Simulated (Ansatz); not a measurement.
Method: PBE (plane waves to 420 eV, PAW; Ansatz, a first-principles code).

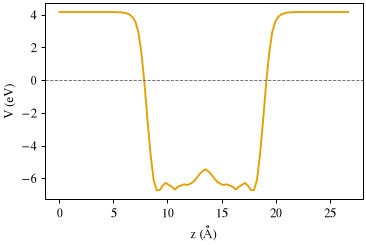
*Plane-averaged electrostatic potential energy along the normal, in eV from the Fermi level, for the (31-42) surface of hcp Zn in its 1x1 cell, outermost plane spacing 0.20 Å in the ideal cut*

Model: 36-atom slab, 10.7 Å thick at the start, 6x5x1 mesh, Fermi-Dirac 0.1 eV, dipole correction, all atoms relaxed; symmetry of the start imposed; no spin, no spin-orbit, no U.

The vacuum level lies 4.17 eV above the Fermi level over the top face and 4.17 eV above it under the bottom face.
